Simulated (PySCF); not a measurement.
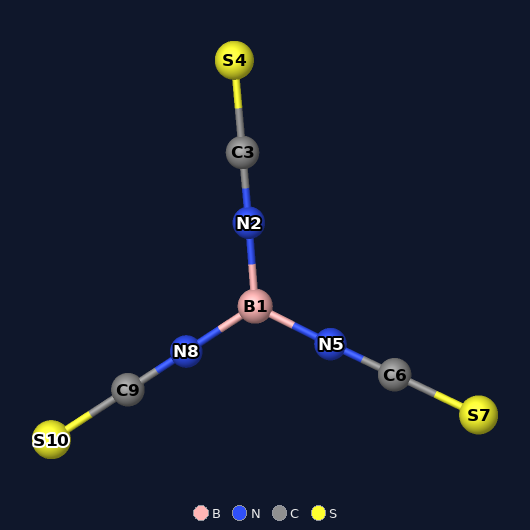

The computed structure is the end point of a PBE0-D3(BJ)/def2-SVP optimisation. No frequency run is at hand to confirm it as a minimum. Level of theory: delta-SCF UKS SCAN, pcX-2 on the ionised atom (unc-x2c-TZVPall on a metal), pcseg-1 elsewhere, spin-free X2C (PySCF 2.14.0).

Give the core-electron binding energies (to vacuum; p and d levels without spin–orbit splitting) of B1 1s, N2 1s, C3 1s, S4 1s, S4 2p.

| atom | level | binding energy (eV) |
| --- | --- | --- |
| B1 | 1s | 198.3 |
| N2 | 1s | 405.5 |
| C3 | 1s | 293.4 |
| S4 | 1s | 2477.4 |
| S4 | 2p | 169.9 |
